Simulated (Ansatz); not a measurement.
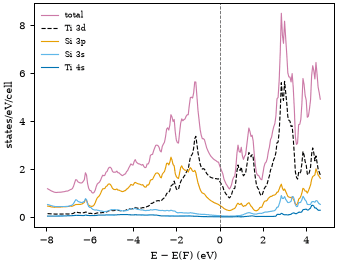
Figure. Total and projected density of states of TiSi₂ in space group Fddd (No. 70; Si on 16f, Ti on 8a), the program Ansatz at the r²SCAN level (PAW)

Q: Which orbitals carry the states next to the Fermi level?

A: Within 0.5 eV of the Fermi level: Ti 3d 68 %, Si 3p 24 %. Projections are on Löwdin-orthogonalised atomic valence shells; empty p or d shells of many metals are not among them.

Q: Where is the tallest occupied peak in this window, and what makes it?

A: Near -1.1 eV, about 5.6 states/eV per cell; the largest projected share is Ti 3d.

The cell was relaxed with r²SCAN under the symmetry of its start. No spin polarisation was allowed.

Potentials: the later of the program's two PAW sets.
